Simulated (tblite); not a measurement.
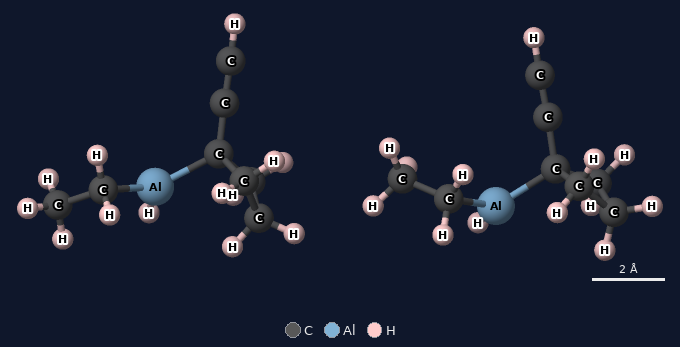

Two geometries of C₈H₁₃Al, drawn at one scale. One is the start of a relaxation, the other its converged end. Style: ball-and-stick. Shown at a tilt.

Theory: GFN2-xTB geometry optimisation, gas phase (tblite). 

Which of the two is the end point?

Answer. The left one is the relaxed one. An H atom moves most after the best rigid fit: 1.81 Å. By element the largest moves are H 1.81 Å, C 0.95 Å, Al 0.58 Å. Among the contacts that change: C–C 1.491 → 1.554 Å, Al–H 1.601 → 1.553 Å, C–C 1.516 → 1.557 Å, C–H 1.132 → 1.091 Å. Among the angles between lasting bonds that change: Al–C–C 116.5° → 102.3°, C–Al–C 114.5° → 126.5°, C–C–Al 113.8° → 123.7°. Groups turn about C–C by about 55°, Al–C by about 30°. The energy falls by 76.8 kJ/mol in 205 geometry steps.
